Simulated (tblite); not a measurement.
C$_{6}$H$_{12}$F$_{2}$OSi: geometry relaxation (part 1 of 3)

- system: C$_{6}$H$_{12}$F$_{2}$OSi, SMILES C[C@@H]1C[SiH2][C@H](OC(F)F)C1
- method: GFN2-xTB geometry optimisation, gas phase (tblite 0.8.0)

It belongs to a series of runs on one base structure; here: constitutional isomer.

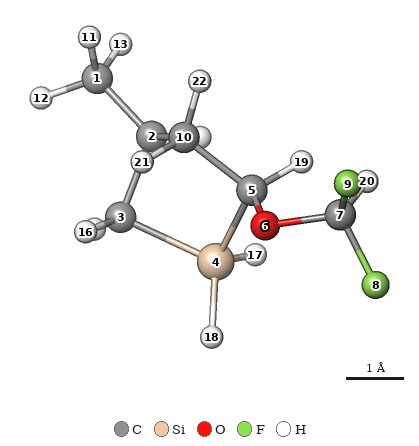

Figure 1. The starting structure (ball-and-stick view, seen at a tilt; atoms are numbered from 1 in the order of the input).

**Input**
```
{"job": {"kind": "relax", "xc": "GFN2-xTB", "basis": "xTB"}, "charge": 0, "multiplicity": 1}
C     -2.753500     0.658800    -0.034600
C     -1.436300     0.058200    -0.166200
C     -1.252400    -1.263600     0.620500
Si     0.420900    -1.643600    -0.161500
C      1.002500     0.147100    -0.207200
O      2.091900     0.257800     0.602300
C      3.162800     0.748700    -0.151100
F      4.147400    -0.245000    -0.196300
F      3.701500     1.891300     0.400500
C     -0.260500     0.824900     0.345000
H     -2.720400     1.700300     0.369300
H     -3.536700     0.051600     0.510600
H     -3.178600     0.775700    -1.068900
H     -1.201600    -0.240000    -1.224100
H     -2.026800    -1.997300     0.379300
H     -1.106900    -1.086400     1.710700
H      0.182600    -2.118400    -1.514000
H      1.242600    -2.505700     0.665200
H      1.199800     0.461400    -1.242000
H      2.824200     0.902600    -1.172700
H     -0.229200     0.737600     1.451200
H     -0.283800     1.903300     0.083300
```

The first line tells a small driver script what to run in tblite; the rest is the geometry in Å.

Machine: 1 CPU thread, shared host.

Launched with:
```bash
OMP_NUM_THREADS=1 python <driver script> task.json out
```

**Output**
```
step      E/eV     max force
  0    -930.29724    3.995
  1    -930.84017    1.243
  2    -930.94777    0.719
  3    -931.08716    0.625
  4    -931.14430    0.524
  5    -931.18925    0.355
  6    -931.21698    0.358
  7    -931.24890    0.388
  8    -931.27459    0.387
  9    -931.29679    0.354
 10    -931.31434    0.272
 11    -931.32987    0.310
 12    -931.34392    0.237
 13    -931.35588    0.283
 14    -931.36666    0.267
 15    -931.37893    0.303
 16    -931.39432    0.346
 17    -931.41122    0.289
 18    -931.42675    0.274
 19    -931.44079    0.255
 20    -931.45537    0.248
 21    -931.47143    0.307
 22    -931.48728    0.288
 23    -931.50118    0.243
 24    -931.51333    0.234
 25    -931.52564    0.239
 26    -931.53752    0.296
 27    -931.54618    0.216
 28    -931.55176    0.137
 29    -931.55607    0.144
 30    -931.55994    0.145
 31    -931.56332    0.137
 32    -931.56589    0.096
 33    -931.56771    0.082
 34    -931.56906    0.073
 35    -931.57010    0.071
 36    -931.57095    0.069
 37    -931.57167    0.060
 38    -931.57229    0.054
 39    -931.57284    0.050
 40    -931.57336    0.052
 41    -931.57397    0.061
 42    -931.57453    0.052
 43    -931.57503    0.051
 44    -931.57548    0.057
 45    -931.57593    0.057
 46    -931.57636    0.042
 47    -931.57677    0.044
 48    -931.57721    0.053
 49    -931.57773    0.065
 50    -931.57839    0.066
 51    -931.57916    0.066
 52    -931.58010    0.089
 53    -931.58143    0.104
 54    -931.58374    0.146
 55    -931.58743    0.219
 56    -931.59190    0.242
 57    -931.59849    0.206
 58    -931.60498    0.178
 59    -931.59658    0.521
 60    -931.61303    0.205
 61    -931.61688    0.160
 62    -931.62698    0.177
 63    -931.63039    0.157
 64    -931.63566    0.148
 65    -931.63499    0.364
 66    -931.64142    0.141
 67    -931.64375    0.128
 68    -931.64823    0.150
 69    -931.65021    0.133
 70    -931.65505    0.123
 71    -931.65806    0.118
 72    -931.66076    0.106
 73    -931.66285    0.136
 74    -931.66444    0.153
 75    -931.66707    0.124
 76    -931.66924    0.127
 77    -931.67218    0.115
 78    -931.67434    0.109
 79    -931.67780    0.123
 80    -931.68040    0.119
 81    -931.68278    0.105
 82    -931.68511    0.109
 83    -931.68819    0.130
 84    -931.69198    0.173
 85    -931.69545    0.155
 86    -931.69969    0.195
 87    -931.70473    0.230
 88    -931.71158    0.205
 89    -931.71710    0.185
 90    -931.71906    0.300
 91    -931.72405    0.114
 92    -931.72617    0.091
 93    -931.72912    0.077
 94    -931.73045    0.102
 95    -931.73164    0.073
 96    -931.73268    0.074
 97    -931.73355    0.060
 98    -931.73420    0.049
 99    -931.73467    0.044
100    -931.73510    0.046
101    -931.73552    0.041
102    -931.73590    0.037
103    -931.73623    0.038
104    -931.73652    0.033
105    -931.73676    0.031
106    -931.73695    0.029
107    -931.73709    0.023
108    -931.73720    0.022
109    -931.73730    0.020
110    -931.73741    0.021
111    -931.73750    0.019
112    -931.73757    0.015
113    -931.73763    0.016
114    -931.73769    0.018
115    -931.73776    0.019
116    -931.73785    0.021
117    -931.73794    0.020
118    -931.73803    0.017
119    -931.73811    0.017
120    -931.73818    0.020
121    -931.73825    0.018
122    -931.73833    0.019
123    -931.73842    0.024
124    -931.73852    0.028
125    -931.73861    0.026
126    -931.73871    0.022
127    -931.73883    0.024
128    -931.73897    0.035
129    -931.73913    0.038
130    -931.73931    0.043
131    -931.73951    0.023
132    -931.73970    0.025
133    -931.73987    0.028
134    -931.74001    0.025
135    -931.74015    0.024
136    -931.74029    0.029
137    -931.74043    0.026
138    -931.74059    0.030
139    -931.74076    0.033
140    -931.74088    0.029
141    -931.74096    0.018
142    -931.74100    0.016
143    -931.74104    0.014
144    -931.74107    0.012
145    -931.74110    0.011
146    -931.74112    0.013
147    -931.74114    0.013
148    -931.74116    0.011
149    -931.74117    0.007
```

**Trajectory as extended XYZ (Å, eV, eV/Å), 22 of the 150 frames kept, from step=0 to step=149**
```
22
Properties=species:S:1:pos:R:3:forces:R:3 step=0 energy=-930.29724
C    -2.7535    0.6588   -0.0346   -3.1350   1.5120  -0.7810
C    -1.4363    0.0582   -0.1662    1.3500  -2.1150   0.1410
C    -1.2524   -1.2636    0.6205    0.2570  -0.2170  -0.1980
Si    0.4209   -1.6436   -0.1615    0.1290  -1.7070   0.2380
C     1.0025    0.1471   -0.2072   -2.8290  -0.8740  -0.7560
O     2.0919    0.2578    0.6023    3.5160   1.8350  -0.4820
C     3.1628    0.7487   -0.1511    0.1030  -1.1050   2.0660
F     4.1474   -0.2450   -0.1963   -0.6310   1.3660   0.2000
F     3.7015    1.8913    0.4005   -0.2840  -1.3650  -0.5850
C    -0.2605    0.8249    0.3450    0.9020   1.8110   0.3310
H    -2.7204    1.7003    0.3693   -0.0810  -0.9140   0.0100
H    -3.5367    0.0516    0.5106    1.1400   0.6620  -0.2840
H    -3.1786    0.7757   -1.0689    0.0870   0.0440   0.8310
H    -1.2016   -0.2400   -1.2241   -0.5570   0.6480   0.4500
H    -2.0268   -1.9973    0.3793    0.0740   0.2380   0.4600
H    -1.1069   -1.0864    1.7107   -0.7340  -0.2660  -0.7800
H     0.1826   -2.1184   -1.5140    0.0880  -0.2410  -0.2660
H     1.2426   -2.5057    0.6652    0.2430  -0.0160  -0.0220
H     1.1998    0.4614   -1.2420   -0.2880   0.1940   0.2230
H     2.8242    0.9026   -1.1727    0.6020   0.5410  -0.3280
H    -0.2292    0.7376    1.4512    0.0730   0.3480  -0.5750
H    -0.2838    1.9033    0.0833   -0.0250  -0.3790   0.1080
22
Properties=species:S:1:pos:R:3:forces:R:3 step=7 energy=-931.24890
C    -2.8167    0.6939   -0.0589   -0.2160   0.0690   0.1410
C    -1.4435    0.0367   -0.1505   -0.1840  -0.1000   0.0450
C    -1.2612   -1.3072    0.5764   -0.0160  -0.1200   0.0200
Si    0.4433   -1.7827   -0.1453   -0.1090  -0.0050   0.1800
C     0.9408    0.0868   -0.2006    0.0630   0.1350   0.0330
O     2.1317    0.3508    0.5606    0.3360   0.1130  -0.1580
C     3.1897    0.7451   -0.1446    0.1850   0.0230  -0.0480
F     4.1916   -0.1920   -0.1500   -0.2820   0.1140   0.0270
F     3.7653    1.8399    0.4077   -0.0400  -0.0580   0.0240
C    -0.2600    0.8568    0.3510    0.1130   0.0150   0.0740
H    -2.7509    1.6743    0.4052   -0.0230   0.0230   0.0110
H    -3.4971    0.0885    0.5348   -0.0400   0.0180  -0.0130
H    -3.2427    0.8140   -1.0607    0.0130   0.0110   0.3230
H    -1.2739   -0.1467   -1.2142    0.0710   0.0090  -0.1490
H    -2.0753   -2.0126    0.4210    0.0090   0.0650  -0.2300
H    -1.2163   -1.1347    1.6565   -0.0160  -0.0230  -0.1330
H     0.2212   -2.1967   -1.5519    0.1870  -0.1250   0.2830
H     1.3480   -2.5725    0.6999   -0.1500   0.1350  -0.2360
H     1.1175    0.4504   -1.2152   -0.0020  -0.1310  -0.2090
H     2.9655    0.9821   -1.2127    0.1580  -0.0310   0.2420
H    -0.2071    0.8370    1.4425   -0.0870   0.0280  -0.0610
H    -0.2804    1.9083    0.0483    0.0300  -0.1640  -0.1660
22
Properties=species:S:1:pos:R:3:forces:R:3 step=14 energy=-931.36666
C    -2.8404    0.7045    0.0059   -0.1180   0.0690   0.0440
C    -1.4682    0.0407   -0.1491   -0.0770   0.0380  -0.1040
C    -1.2971   -1.3251    0.5323   -0.0440   0.0750   0.0430
Si    0.4330   -1.7824   -0.0981    0.1390   0.0010  -0.0110
C     0.9524    0.0781   -0.2098   -0.0230   0.0970  -0.0160
O     2.1465    0.4159    0.5255    0.0810  -0.0360  -0.0190
C     3.2375    0.7738   -0.1479    0.0070   0.0400   0.0010
F     4.2024   -0.1961   -0.1203   -0.1580   0.0120   0.0180
F     3.8210    1.8425    0.4430   -0.0090  -0.0190   0.0670
C    -0.2614    0.8502    0.3249    0.0080   0.0750  -0.0460
H    -2.7696    1.6849    0.4681    0.0790  -0.0120   0.1190
H    -3.5250    0.0983    0.5927    0.0920  -0.0380   0.1190
H    -3.3045    0.8463   -0.9696    0.0340  -0.0060   0.0410
H    -1.3090   -0.1019   -1.2195   -0.0760  -0.0850  -0.2190
H    -2.1064   -2.0157    0.3098    0.0380  -0.0060  -0.1370
H    -1.2911   -1.1747    1.6105   -0.0890  -0.0510   0.1010
H     0.3288   -2.3089   -1.4563   -0.0050  -0.0810  -0.1760
H     1.3650   -2.5791    0.6662    0.0630  -0.0540   0.2540
H     1.0934    0.3709   -1.2564    0.1290   0.0000  -0.0300
H     3.0892    1.0370   -1.2152   -0.1130  -0.0780   0.0270
H    -0.2322    0.8877    1.4158    0.0670   0.0050  -0.0720
H    -0.2748    1.8725   -0.0532   -0.0250   0.0530  -0.0050
22
Properties=species:S:1:pos:R:3:forces:R:3 step=21 energy=-931.47143
C    -2.8457    0.7214    0.1088    0.0970  -0.0410  -0.0130
C    -1.4930    0.0512   -0.1991    0.1110   0.1080  -0.0070
C    -1.2964   -1.3223    0.4671   -0.1830   0.1020  -0.1250
Si    0.4720   -1.7929   -0.0612    0.1010   0.2830  -0.0620
C     0.9728    0.0883   -0.2631   -0.1340  -0.1220  -0.0480
O     2.1286    0.4687    0.5169   -0.2140   0.0040   0.0890
C     3.2435    0.7979   -0.1255   -0.1200  -0.0690   0.0820
F     4.1483   -0.2197   -0.0943    0.1650  -0.1130  -0.0090
F     3.8541    1.8252    0.5027   -0.0070  -0.0180  -0.0360
C    -0.2645    0.8744    0.2111    0.0630  -0.0750  -0.0330
H    -2.7281    1.6752    0.6218    0.1080  -0.0790  -0.0480
H    -3.4705    0.0902    0.7367    0.0660  -0.0500  -0.0050
H    -3.3845    0.9006   -0.8204   -0.0230   0.0540   0.1100
H    -1.4347   -0.1136   -1.2859   -0.0010   0.0980   0.1260
H    -2.0584   -1.9952    0.0927   -0.0940  -0.2610   0.0160
H    -1.4423   -1.2432    1.5471    0.1120   0.0170  -0.0900
H     0.4492   -2.4359   -1.3861   -0.0030   0.0650   0.0170
H     1.3539   -2.5533    0.8075   -0.0220   0.0770   0.1690
H     1.1900    0.3123   -1.3179   -0.0800   0.0590   0.0980
H     3.1103    1.0605   -1.1904   -0.0020   0.1120  -0.0820
H    -0.2224    0.9294    1.3022    0.0190   0.0320  -0.0640
H    -0.2926    1.9003   -0.1716    0.0380  -0.1820  -0.0850
22
Properties=species:S:1:pos:R:3:forces:R:3 step=28 energy=-931.55176
C    -2.8219    0.7281    0.2149    0.0750  -0.0510  -0.0130
C    -1.5223    0.0559   -0.2550    0.1090  -0.0140  -0.0270
C    -1.3246   -1.3486    0.3419    0.0680   0.0210   0.0230
Si    0.5010   -1.7698   -0.0247   -0.0440  -0.0580  -0.0650
C     0.9742    0.0829   -0.3118   -0.0350  -0.1180  -0.0100
O     2.0801    0.5113    0.5152   -0.0400  -0.0250   0.0000
C     3.2235    0.7933   -0.0969   -0.0020   0.0500   0.0360
F     4.0936   -0.2597   -0.0720    0.0100  -0.0750  -0.0440
F     3.8630    1.7807    0.5583    0.0360   0.0430   0.0910
C    -0.2712    0.8671    0.1046    0.0270   0.0030  -0.0250
H    -2.6145    1.6465    0.7599    0.0080  -0.0590   0.0240
H    -3.3685    0.0533    0.8680   -0.0630   0.0690   0.0380
H    -3.4675    0.9788   -0.6230    0.0220  -0.0120  -0.0020
H    -1.5445   -0.0500   -1.3446   -0.0040   0.0400  -0.0170
H    -2.0279   -2.0659   -0.0849    0.0230   0.1150   0.0410
H    -1.5245   -1.3035    1.4134    0.0390  -0.0460   0.0080
H     0.5765   -2.5031   -1.2944    0.0810   0.0010  -0.0210
H     1.2901   -2.4253    1.0137   -0.0590   0.1210   0.0000
H     1.2310    0.2967   -1.3573   -0.0450  -0.0420   0.0320
H     3.1238    1.1026   -1.1545    0.0120  -0.0330  -0.0920
H    -0.1994    0.9932    1.1862   -0.1320   0.0360   0.0100
H    -0.2805    1.8548   -0.3581   -0.0890   0.0340   0.0130
22
Properties=species:S:1:pos:R:3:forces:R:3 step=35 energy=-931.57010
C    -2.8054    0.7217    0.2514   -0.0130   0.0160   0.0000
C    -1.5259    0.0556   -0.2740   -0.0020  -0.0310   0.0110
C    -1.3208   -1.3529    0.3037    0.0180  -0.0560   0.0060
Si    0.5074   -1.7732   -0.0311   -0.0260  -0.0300  -0.0040
C     0.9699    0.0760   -0.3226   -0.0300  -0.0060  -0.0200
O     2.0657    0.5178    0.5090   -0.0100  -0.0080  -0.0080
C     3.2183    0.7917   -0.0892    0.0130  -0.0080   0.0080
F     4.0706   -0.2793   -0.0769    0.0120  -0.0500  -0.0120
F     3.8652    1.7553    0.5943    0.0180  -0.0010   0.0170
C    -0.2773    0.8687    0.0695   -0.0290   0.0280   0.0040
H    -2.5677    1.6217    0.8109    0.0040   0.0470   0.0150
H    -3.3495    0.0566    0.9162   -0.0010  -0.0430  -0.0050
H    -3.4744    0.9974   -0.5578   -0.0090   0.0200  -0.0450
H    -1.5774   -0.0226   -1.3653   -0.0260  -0.0390   0.0160
H    -2.0250   -2.0568   -0.1366   -0.0150   0.0140   0.0020
H    -1.5274   -1.3336    1.3756    0.0380   0.0100  -0.0190
H     0.6575   -2.5350   -1.2784    0.0530   0.0150   0.0450
H     1.2513   -2.3413    1.0861   -0.0080   0.0160  -0.0170
H     1.2299    0.2703   -1.3694    0.0110   0.0330  -0.0060
H     3.1397    1.1104   -1.1477   -0.0160   0.0170  -0.0150
H    -0.2355    1.0264    1.1477    0.0200   0.0010   0.0330
H    -0.2996    1.8444   -0.4162   -0.0040   0.0560  -0.0060
22
Properties=species:S:1:pos:R:3:forces:R:3 step=43 energy=-931.57503
C    -2.8079    0.7237    0.2523   -0.0140   0.0010   0.0060
C    -1.5298    0.0553   -0.2722   -0.0080  -0.0300   0.0010
C    -1.3216   -1.3558    0.2997    0.0430  -0.0200   0.0180
Si    0.5072   -1.7695   -0.0366    0.0290   0.0070  -0.0190
C     0.9624    0.0826   -0.3312    0.0000   0.0120  -0.0070
O     2.0619    0.5102    0.5045   -0.0120   0.0280   0.0090
C     3.2174    0.7815   -0.0895    0.0010  -0.0140   0.0020
F     4.0600   -0.2979   -0.0906    0.0010  -0.0340  -0.0210
F     3.8739    1.7300    0.6067    0.0000  -0.0140   0.0030
C    -0.2831    0.8756    0.0667   -0.0250  -0.0140  -0.0020
H    -2.5701    1.6203    0.8183    0.0020   0.0150   0.0190
H    -3.3525    0.0515    0.9095   -0.0340  -0.0140  -0.0050
H    -3.4706    1.0088   -0.5597   -0.0140   0.0010  -0.0180
H    -1.5914   -0.0374   -1.3614    0.0210   0.0380  -0.0110
H    -2.0374   -2.0538   -0.1327    0.0300   0.0180   0.0240
H    -1.5022   -1.3396    1.3759   -0.0330   0.0130   0.0010
H     0.7142   -2.5410   -1.2676   -0.0010   0.0060   0.0160
H     1.2437   -2.3149    1.0965   -0.0020   0.0070  -0.0020
H     1.2241    0.2886   -1.3751    0.0080   0.0000  -0.0150
H     3.1395    1.1149   -1.1442    0.0030   0.0110  -0.0010
H    -0.2350    1.0318    1.1458   -0.0020  -0.0100   0.0020
H    -0.3130    1.8546   -0.4158    0.0070  -0.0090  -0.0020
22
Properties=species:S:1:pos:R:3:forces:R:3 step=50 energy=-931.57839
C    -2.8186    0.7205    0.2473    0.0120  -0.0080  -0.0180
C    -1.5329    0.0545   -0.2679   -0.0210  -0.0180  -0.0080
C    -1.3110   -1.3523    0.3098   -0.0010  -0.0200   0.0000
Si    0.5197   -1.7587   -0.0414   -0.0430  -0.0290   0.0220
C     0.9570    0.0934   -0.3417    0.0380   0.0390   0.0380
O     2.0543    0.5196    0.4982    0.0330   0.0160   0.0280
C     3.2161    0.7692   -0.0925    0.0010   0.0040  -0.0190
F     4.0368   -0.3296   -0.1167   -0.0570   0.0210   0.0040
F     3.8914    1.6927    0.6185    0.0200  -0.0420  -0.0130
C    -0.2892    0.8780    0.0700   -0.0160   0.0040   0.0010
H    -2.5828    1.6117    0.8241   -0.0220  -0.0190   0.0200
H    -3.3809    0.0443    0.8873    0.0190   0.0020  -0.0190
H    -3.4669    1.0160   -0.5741    0.0120   0.0030   0.0140
H    -1.5874   -0.0316   -1.3581   -0.0020  -0.0250  -0.0090
H    -2.0259   -2.0582   -0.1091    0.0140   0.0010  -0.0250
H    -1.4925   -1.3301    1.3866    0.0230   0.0170  -0.0150
H     0.7515   -2.5399   -1.2616   -0.0340   0.0170   0.0140
H     1.2470   -2.2952    1.1019    0.0180   0.0130  -0.0010
H     1.2214    0.3127   -1.3820   -0.0210  -0.0170  -0.0250
H     3.1410    1.1210   -1.1419    0.0290   0.0080   0.0050
H    -0.2342    1.0232    1.1506   -0.0010   0.0180  -0.0160
H    -0.3242    1.8583   -0.4084    0.0010   0.0130   0.0210
22
Properties=species:S:1:pos:R:3:forces:R:3 step=57 energy=-931.59849
C    -2.8481    0.6869    0.2319   -0.0130  -0.0040   0.0100
C    -1.5466    0.0439   -0.2763    0.0650   0.0920  -0.0020
C    -1.2724   -1.3446    0.3209    0.0010   0.1030   0.0070
Si    0.5676   -1.7011   -0.0100    0.0690   0.1160   0.0920
C     0.9461    0.1589   -0.3535   -0.0220   0.0090   0.0020
O     2.0298    0.6441    0.4777   -0.0100   0.0560  -0.1160
C     3.2177    0.7292   -0.1116    0.0080  -0.0150  -0.0280
F     3.8191   -0.5000   -0.2453   -0.0420   0.0660  -0.0330
F     4.0459    1.4467    0.6651   -0.0270  -0.0420  -0.0130
C    -0.3246    0.9005    0.0631    0.0750   0.0750   0.0550
H    -2.6482    1.5120    0.9147    0.0740  -0.0620  -0.0510
H    -3.4702   -0.0258    0.7670    0.0420  -0.1120  -0.0470
H    -3.4349    1.0734   -0.5967   -0.0030   0.0580  -0.0040
H    -1.5964   -0.0473   -1.3655   -0.0210  -0.0420  -0.0240
H    -1.9408   -2.0996   -0.0863   -0.1090   0.0620   0.0820
H    -1.4435   -1.2682    1.3951   -0.0760  -0.1900   0.0270
H     0.8376   -2.5127   -1.1933   -0.0110  -0.0420  -0.0760
H     1.2956   -2.1555    1.1669    0.0350  -0.0250   0.0090
H     1.1882    0.3624   -1.4051    0.0360   0.0430   0.0790
H     3.2105    1.1849   -1.1277    0.0060  -0.0900   0.0720
H    -0.2588    1.0337    1.1427   -0.0590  -0.0340   0.0990
H    -0.3838    1.8977   -0.3747   -0.0190  -0.0230  -0.1390
22
Properties=species:S:1:pos:R:3:forces:R:3 step=64 energy=-931.63566
C    -2.8629    0.6489    0.1986   -0.0050   0.0270   0.0380
C    -1.5370    0.0447   -0.2769    0.0120  -0.0220   0.0210
C    -1.2414   -1.3240    0.3530   -0.0160  -0.0400   0.0420
Si    0.6096   -1.6362    0.0329    0.0650   0.0350  -0.0050
C     0.9439    0.2326   -0.3382   -0.0710  -0.0860  -0.0310
O     2.0299    0.7720    0.4541   -0.0370  -0.0820  -0.0560
C     3.2206    0.6952   -0.1348   -0.0130   0.0100  -0.0280
F     3.6154   -0.6016   -0.3585   -0.0270   0.0270   0.0360
F     4.1482    1.2214    0.6771   -0.0220  -0.0120  -0.0070
C    -0.3459    0.9384    0.0773    0.0010  -0.0260  -0.0370
H    -2.6873    1.3964    0.9682   -0.0150  -0.0470   0.0740
H    -3.5088   -0.1212    0.6131   -0.0260   0.0040  -0.0410
H    -3.3964    1.1350   -0.6151    0.0400  -0.0070  -0.0060
H    -1.5822   -0.0847   -1.3636    0.0840   0.0160   0.0070
H    -1.9119   -2.0851   -0.0369   -0.0050  -0.0450  -0.0790
H    -1.4269   -1.2786    1.4259   -0.0360   0.0730   0.0630
H     0.8518   -2.4652   -1.1503    0.0310   0.0280   0.0030
H     1.3668   -2.0650    1.2042   -0.0170   0.0000  -0.0280
H     1.1624    0.4202   -1.3996    0.0180   0.0480   0.0910
H     3.2845    1.2047   -1.1199    0.0240  -0.0220  -0.0260
H    -0.3115    1.0443    1.1646    0.0180   0.1280  -0.0730
H    -0.4311    1.9273   -0.3763   -0.0040  -0.0060   0.0410
```
